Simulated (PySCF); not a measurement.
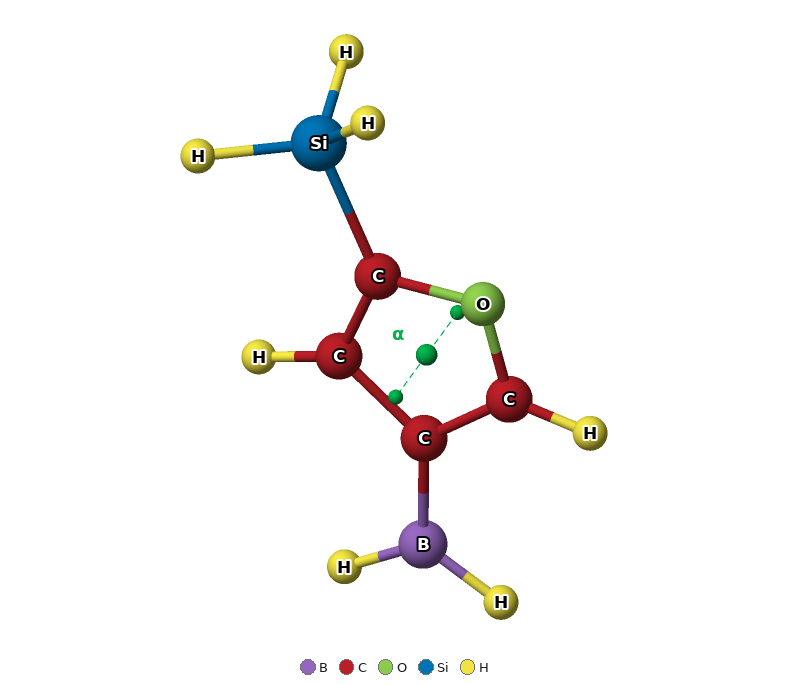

The small points mark where nucleus-independent chemical shifts (NICS) were computed: at the centre of each lettered ring and 1 Å above and below it. Computed geometry: GFN2-xTB optimisation. No frequency run is at hand to confirm it as a minimum. Level of theory: GIAO PBE0/pcSseg-1 NMR shielding, non-relativistic, gas phase (PySCF 2.14.0).

Give NICS(0), NICS(1) and the out-of-plane component NICS(1)zz for each ring (means of the two sides).

```json
{"ring": "α", "members": "C4O", "NICS(0)": "−9.7", "NICS(1)": "−10.3", "NICS(1)zz": "−26.1"}
```

Values in ppm.

What do the values say about the ring currents?

Ring α: diatropic, as in an aromatic ring. NICS is one index among several.

The geometry is semi-empirical. Around B, Si such bond lengths and angles can be off by a tenth of an ångström or more and by several degrees, and values that hang on the shape move with them.
